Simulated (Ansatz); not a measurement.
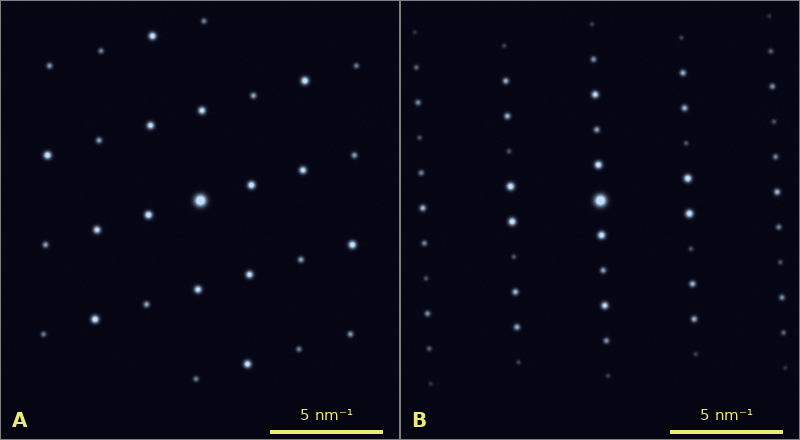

Kinematic electron diffraction patterns (200 kV, B = 0.5 Å², same scale, each along a low-index zone) of two structures of composition SeO, each relaxed at zero pressure with Ansatz 0.2.0, DFT PBE, scalar-relativistic, plane waves, PAW.

The structures (standard cells):
1. Cmcm (No. 63), a = 2.932 Å, b = 8.294 Å, c = 5.649 Å, 8 atoms; generated start, possibly hypothetical
2. Cmcm (No. 63), a = 4.995 Å, b = 12.625 Å, c = 2.897 Å, 8 atoms; generated start, possibly hypothetical

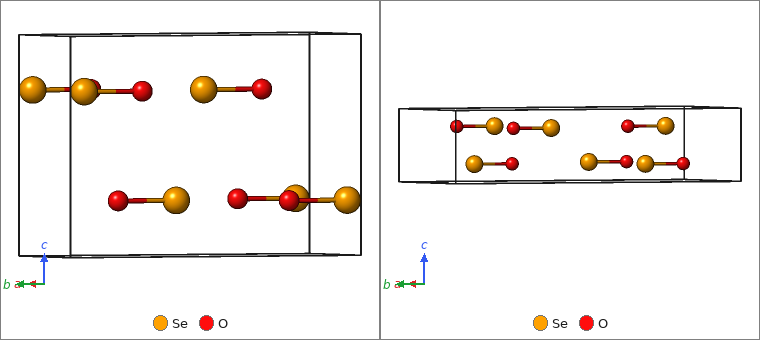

Drawings of the structures 1 to 2, from left to right (each may span several cells).

Which pattern belongs to which structure, and along which zone?

A is structure 1 along [101] or an equivalent direction: centred rectangular net of 0 2 0 at d = 4.15 Å and 1 1 -1 at d = 2.48 Å, 72.6° apart. B is structure 2 along [101] or an equivalent direction: centred rectangular net of 0 2 0 at d = 6.31 Å and 1 1 -1 at d = 2.46 Å, 78.8° apart.

Rank the structures by their computed energy.

Structure 1 (Cmcm, 17.17 Å³ an atom) is the lowest of these; structure 2 (Cmcm, 22.83 Å³ an atom) lies about 120 meV an atom higher. These are static energies at 0 K; other structures, not shown, may lie lower still.
